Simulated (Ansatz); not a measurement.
# F₃H₃OW···H₂: what the fields show

Input

```
crystal:
  periodic: [false, false, false]
  atoms:
    - { symbol: W, position_ang: [0.435033, -0.304367, -0.372022] }
    - { symbol: H, position_ang: [-0.652032, -0.436974, 2.344537] }
    - { symbol: F, position_ang: [1.922742, 0.525744, -1.17979] }
    - { symbol: H, position_ang: [0.653747, 1.025717, 0.657418] }
    - { symbol: H, position_ang: [-0.989186, 0.430795, 0.177951] }
    - { symbol: F, position_ang: [-0.724433, -1.814412, -0.232712] }
    - { symbol: F, position_ang: [-0.341654, -0.052312, -2.054825] }
    - { symbol: O, position_ang: [1.526333, -1.303167, 0.845315] }
    - { symbol: H, position_ang: [1.48823, -2.253874, 1.056007] }
    - { symbol: H, position_ang: [0.022521, -0.690048, 2.36102] }
basis:
  gaussian: { orbitals: def2-SVP }
hamiltonian:
  xc: pbe
  dispersion: d4
relax:
  f_tol: 0.03
  max_steps: 50
output:
  orbitals: {}
```

Command:

```sh
ansatz run input.yaml --threads 2 --pin off --max-ram 3072MiB --backend cpu --events-out ev --progress --plain --runs-dir out
```

The fields are those of the run's last geometry, not of the input's.

Core potentials replace the inner electrons of W.

Theory: Ansatz 0.2.0, RKS PBE-D4/def2-SVP.

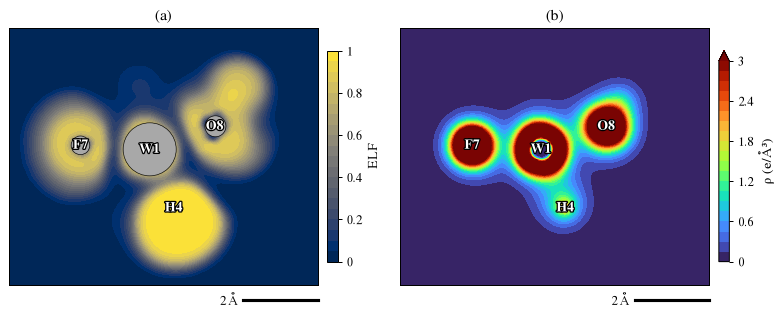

Figure 1. (a) ELF; (b) electron density on the plane of atoms H4, W1 and O8. Grey discs cover the atomic cores in the ELF map.

Q: What does the map show?

A:
- Atoms in the plane: W, H, F and O.
- W–O (1.87 Å): ρ is about 1.1 e/Å³ halfway; the ELF peaks at about 0.85 in the valence shell of O, 0.5 Å from its nucleus, and drops to about 0.25 between the two atoms.
- W–F (1.87 Å): ρ at the midpoint is about 1.1 e/Å³; the ELF peaks at about 0.85 in the valence shell of F, 0.5 Å from its nucleus, and drops to about 0.25 between the two atoms.
- W–H (1.70 Å): the density is about 1.6 e/Å³ at the midpoint; the ELF climbs to about 1 towards the hydrogen.

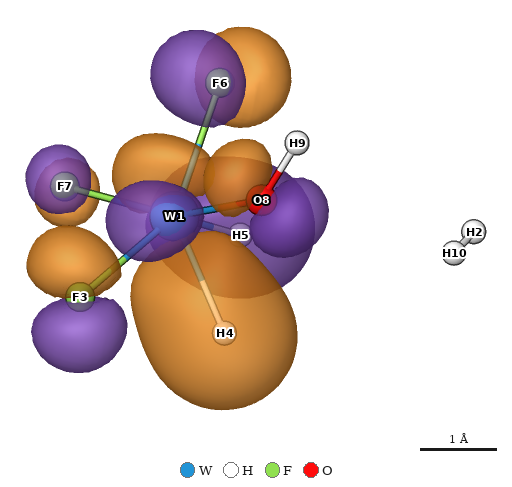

Figure 2. The HOMO at ±0.1 Å⁻³ᐟ² (orange and purple are the two phases), seen from one side.

Q: What is the character of this orbital?

A: Its weight (Hirshfeld) is mainly on W1 (about 30 %), H4 (about 15 %), H5 (about 15 %), F6 (about 15 %) and F3 (about 10 %). Its energy is −7.11 eV.

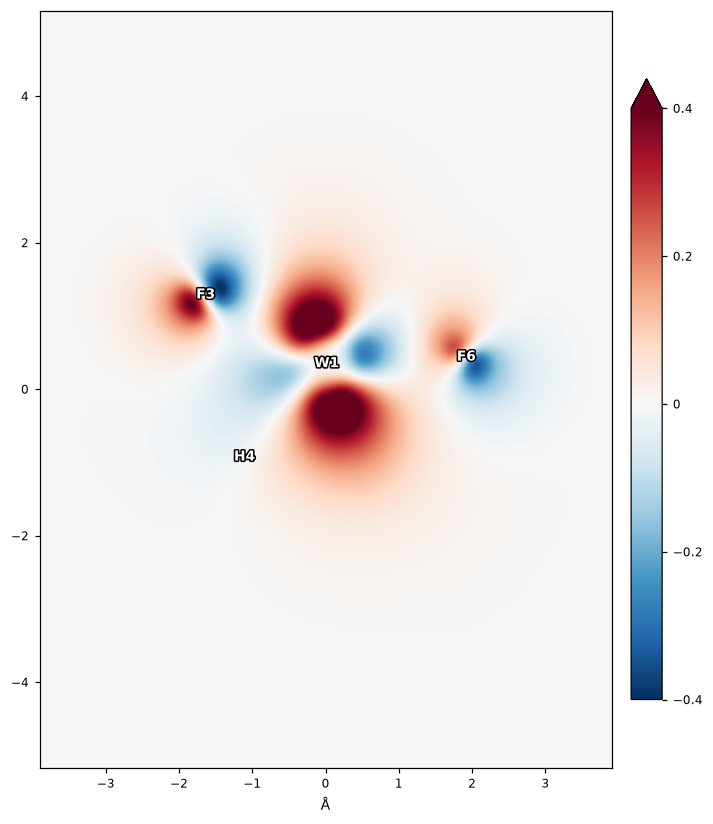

Figure 3. The LUMO on the plane of atoms F3, W1 and H4 (values in Å⁻³ᐟ²; the overall sign is arbitrary).

Q: What is the character of this orbital?

A: Its weight (Hirshfeld) is mainly on W1 (about 65 %), O8 (about 15 %) and F7 (about 10 %). Its energy is −4.19 eV.
